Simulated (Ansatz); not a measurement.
# C2H6BFGaN: what the fields show

```yaml
atoms:
  - { symbol: C, position_ang: [-0.5890, -1.9094, -0.9285] }
  - { symbol: Ga, position_ang: [-0.6516, -0.6022, 2.2153] }
  - { symbol: N, position_ang: [0.2958, 0.9516, 1.4894] }
  - { symbol: B, position_ang: [0.6127, 2.3091, 1.4657] }
  - { symbol: C, position_ang: [0.9423, 1.4193, 0.2579] }
  - { symbol: F, position_ang: [0.1060, 1.4259, -0.8665] }
  - { symbol: H, position_ang: [-0.5584, -2.3678, -1.9355] }
  - { symbol: H, position_ang: [-1.5641, -2.1451, -0.4596] }
  - { symbol: H, position_ang: [-0.4605, -0.8143, -1.0247] }
  - { symbol: H, position_ang: [0.2294, -2.3419, -0.3192] }
  - { symbol: H, position_ang: [0.5245, 3.3226, 2.1094] }
  - { symbol: H, position_ang: [1.9041, 0.9500, -0.0289] }
```

At this geometry the atoms fall into two loosely joined parts.

The calculation used Ansatz 0.2.0, RKS PBE-D4/def2-SVP.

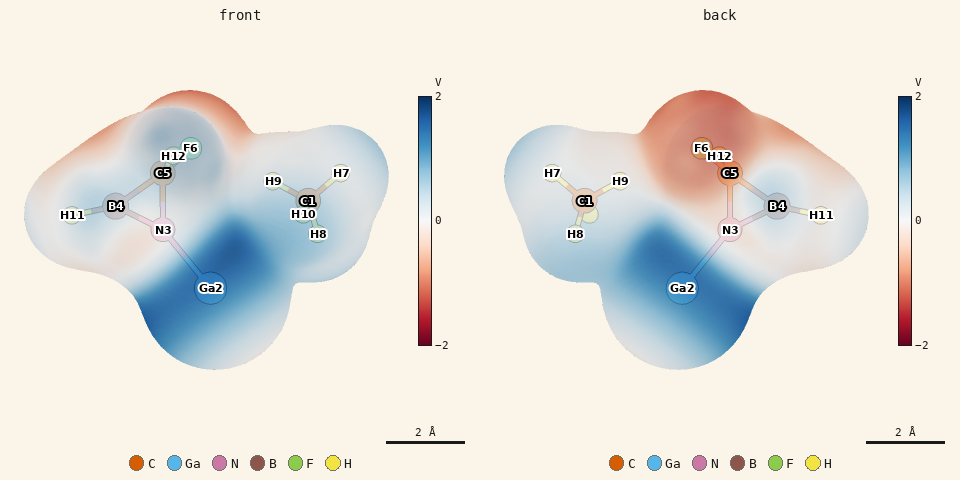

Figure 1. The molecular electrostatic potential painted on the density surface at 0.002 e/bohr³, seen from the front and from behind; red is negative and blue positive.

> Describe the electrostatic potential map.

The most negative region (about −1.2 V) lies over F6, the most positive (about +1.6 V) over Ga2.

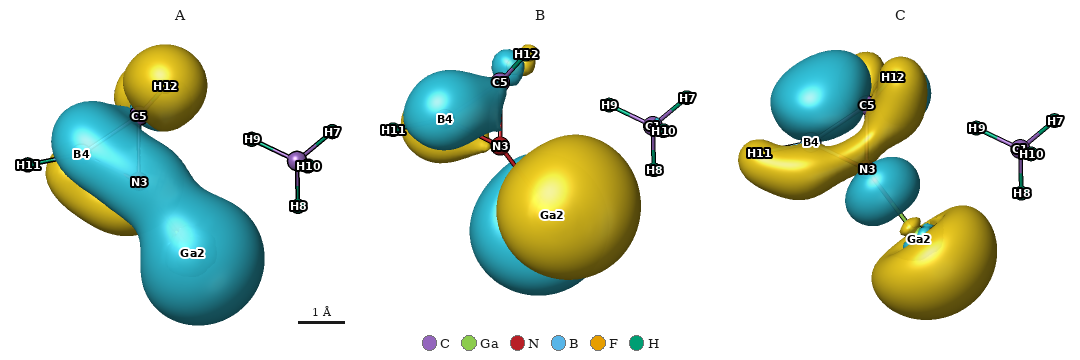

Figure 2. Three frontier orbitals at ±0.08 Å⁻³ᐟ² (yellow and cyan are the two phases), in no order.

> Order the three orbitals by energy and name them.

A is the HOMO−1 (−6.98 eV). Its weight (Hirshfeld) is mainly on N3 (about 35 %), Ga2 (about 25 %), B4 (about 15 %), C5 (about 10 %), F6 (about 10 %) and H12 (about 5 %). C is the HOMO (−5.45 eV). By Hirshfeld shares it lies mainly on Ga2 (about 25 %), C5 (about 20 %), N3 (about 15 %), B4 (about 15 %) and F6 (about 10 %). B is the LUMO (−2.50 eV). It lies mainly on Ga2 (about 75 %) and B4 (about 10 %).

> What is the HOMO–LUMO gap?

2.95 eV between the orbital energies.

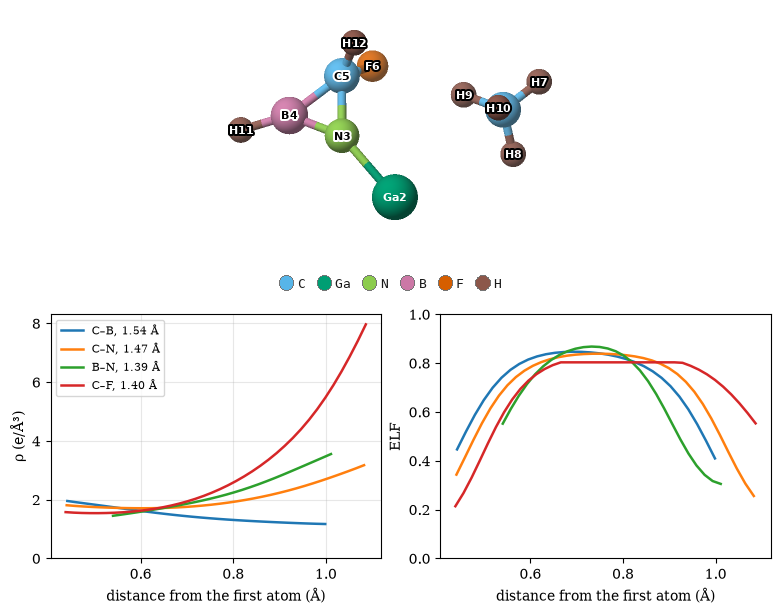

Figure 3. Total electron density and electron localisation function along straight lines between neighbouring atoms. The curves leave out the atomic cores. The structure is drawn too.

> What can be read from the curves?

C–B (1.54 Å): ρ is about 1.3 e/Å³ halfway; the ELF peaks at about 0.85 between the atoms: a covalent bond.
C–N (1.47 Å): the density is about 1.8 e/Å³ at the midpoint; the ELF peaks at about 0.85 between the atoms (a covalent bond).
B–N (1.39 Å): ρ is about 1.9 e/Å³ halfway; the ELF peaks at about 0.85 between the atoms; a short, strongly polar bond.
C–F (1.40 Å): ρ at the midpoint is about 1.9 e/Å³, with its minimum of 1.5 e/Å³ about 0.5 Å from C; the ELF peaks at about 0.80 between the atoms; a shared but strongly polarised pair.
